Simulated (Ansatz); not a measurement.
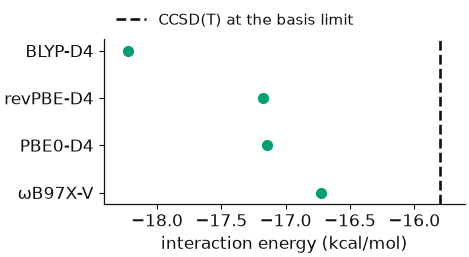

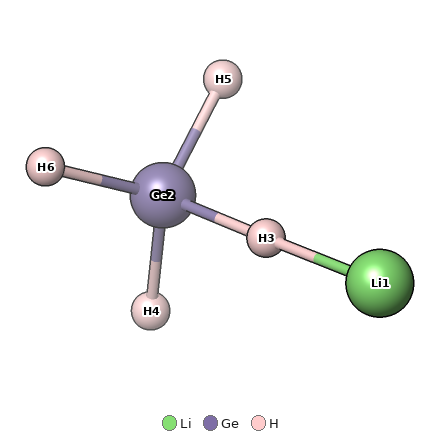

Counterpoise interaction energy of the pair Li⁺ and GeH₄ at one optimised PBE0-D4 geometry, drawn, with the closest contact Li1···H3 1.76 Å (H···H pairs aside; other arrangements can bind more strongly; the cost of deforming the partners isn't counted), def2-TZVPPD, the Ansatz code; cores frozen in correlated methods. The outer core of Li, Na, Mg and K is correlated. On heavy atoms the filled d shell below the valence is correlated. The line takes HF and MP2 limits from def2-TZVPPD and QZVPPD, and the coupled-cluster step in TZVPPD.

### What range do the values span, the line included?

From −18.22 kcal/mol (BLYP-D4) to −15.80 kcal/mol (CCSD(T) at the basis limit).

### Give the values.

| level | kcal/mol | less CCSD(T) at the basis limit |
| --- | --- | --- |
| BLYP-D4 | −18.22 | −2.42 |
| revPBE-D4 | −17.18 | −1.38 |
| PBE0-D4 | −17.14 | −1.34 |
| ωB97X-V | −16.73 | −0.93 |
| CCSD(T) at the basis limit | −15.80 | 0.00 |

Limits of at least one run: no scalar relativity up to krypton.
